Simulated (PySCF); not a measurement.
# NOF (nitrosyl fluoride): CISD/STO-6G

Aim: the energy change on altering one bond length of NOF (nitrosyl fluoride) at CISD/STO-6G, from 2 runs. The job is set up through a Python script.

The results are computed with PySCF 2.14.0.

13 further runs of the same task are left out: 4 that didn't finish, 9 set aside as unsound or not needed.

### Step 1. The system as given

The species is NOF (3 atoms), meant as a singlet with charge 0. As SMILES, `O=NF`. The coordinates come from a PBE0-D4/def2-TZVP relaxation.

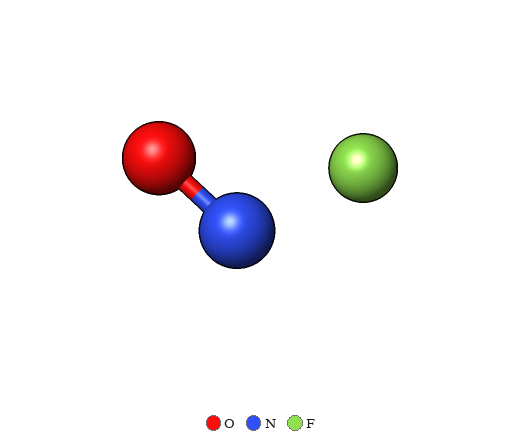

The structure, seen from a chosen angle (oxygen red, nitrogen blue, fluorine green).

### Step 2. A single-point energy at CISD/STO-6G

input.py reads:

```python
from pyscf import gto, scf, ci

molecule = gto.M(
    atom=[
    ('O', (0.868350, 0.242970, 0.504740)),
    ('N', (0.148930, -0.482540, 0.029910)),
    ('F', (-1.017290, 0.239580, -0.534650)),
],
    verbose=3,
    spin=0,
    basis='sto-6g',
    max_memory=1860,
)

hf = scf.RHF(molecule)
hf.conv_tol = 1e-10
hf.kernel()
if not hf.converged:
    hf = hf.newton().run(hf.mo_coeff, hf.mo_occ)

cisd = ci.CISD(hf, frozen=3)
cisd.kernel()
e_final = cisd.e_tot
print(f'total energy: {e_final:.8f} hartree')
```

Run with:

```
OMP_NUM_THREADS=1 python input.py
```

The program printed:

```text
converged SCF energy = -227.655188820313
E(RCISD) = -227.8214411638536  E_corr = -0.1662523435407146
total energy: -227.82144116 hartree
```

Wall time 0.72 s (1 thread of Arm Neoverse V1, shared host); peak memory 0.1 GiB.

### Step 3. The distorted shape at the same level

input.py reads:

```python
from pyscf import gto, scf, ci

system = gto.M(
    atom=[
    ('O', (1.451469, -0.118096, 0.787025)),
    ('N', (0.732049, -0.843606, 0.312195)),
    ('F', (-1.017290, 0.239580, -0.534650)),
],
    verbose=4,
    max_memory=1860,
    charge=0,
    basis='sto-6g',
)

mf = scf.RHF(system)
mf.conv_tol = 1e-10
mf.kernel()
if not mf.converged:
    mf = mf.newton().run(mf.mo_coeff, mf.mo_occ)

cisd = ci.CISD(mf, frozen=3)
cisd.kernel()
e_final = cisd.e_tot
print('E = %.10f Eh' % e_final)
```

Run with:

```
OMP_NUM_THREADS=1 python input.py
```

The program printed:

```text
PySCF version 2.14.0

[INPUT] num. atoms = 3
[INPUT] num. electrons = 24
[INPUT] charge = 0
[INPUT] spin (= nelec alpha-beta = 2S) = 0
[INPUT] symmetry False subgroup None
[INPUT] Mole.unit = angstrom
[INPUT] Symbol           X                Y                Z      unit          X                Y                Z       unit  Magmom
[INPUT]  1 O      1.451469000000  -0.118096000000   0.787025000000 AA    2.742878888296  -0.223169096407   1.487261703186 Bohr   0.0
[INPUT]  2 N      0.732049000000  -0.843606000000   0.312195000000 AA    1.383372119762  -1.594184297040   0.589963047459 Bohr   0.0
[INPUT]  3 F     -1.017290000000   0.239580000000  -0.534650000000 AA   -1.922399489259   0.452740584923  -1.010342072499 Bohr   0.0

nuclear repulsion = 54.7819623330769
number of shells = 9
number of NR pGTOs = 90
number of NR cGTOs = 15
basis = sto-6g
ecp = {}

[... 65 lines left out ...]
converged SCF energy = -227.469252269795
[... 1 line left out ...]
******** <class 'pyscf.ci.cisd.RCISD'> ********
CISD nocc = 9, nmo = 12
frozen orbitals 3
max_cycle = 50
direct = 0
conv_tol = 1e-09
max_cycle = 50
max_space = 12
lindep = 0
nroots = 1
Init t2, MP2 energy = -0.255244367904844
RCISD converged
E(RCISD) = -227.7476423359002  E_corr = -0.2783900661056082
E = -227.7476423359 Eh
```

Wall time 0.74 s (1 thread of Arm Neoverse V1, shared host); peak memory 0.1 GiB.

### Step 4. Outcome

At CISD/STO-6G, 3 core orbitals frozen:

| quantity | value |
| --- | --- |
| first shape: total energy | -227.82144 Eh |
| first shape: dipole moment (Hartree–Fock density) | 0.38 D |
| first shape: HOMO energy (Hartree–Fock orbitals) | -10.00 eV |
| first shape: LUMO energy (Hartree–Fock orbitals) | 5.40 eV |
| first shape: HOMO–LUMO gap (Hartree–Fock orbitals) | 15.40 eV |
| first shape: correlation energy (3 core orbitals frozen) | -166.3 mEh |
| distorted shape: total energy | -227.74764 Eh |
| distorted shape: dipole moment (Hartree–Fock density) | 1.95 D |
| distorted shape: HOMO energy (Hartree–Fock orbitals) | -6.13 eV |
| distorted shape: LUMO energy (Hartree–Fock orbitals) | 2.83 eV |
| distorted shape: HOMO–LUMO gap (Hartree–Fock orbitals) | 8.96 eV |
| distorted shape: correlation energy (3 core orbitals frozen) | -278.4 mEh |
| energy change with the N2–F3 bond stretched from 1.483 to 2.225 Å | 2.008 eV |

In words: One bond (distorted shape) is far stretched, which a spin-restricted single reference describes badly; a broken-symmetry solution may lie lower. With the N2–F3 bond stretched from 1.483 to 2.225 Å the energy rises by 2.01 eV (194 kJ/mol). The first shape isn't relaxed at this level, so the change isn't measured from a minimum. A restricted reference can't describe the breaking bond well at this length. The minimal basis adds a large error of its own. Mulliken charges (first shape) of the mean-field density run from -0.11 on F3 to +0.18 on N2.
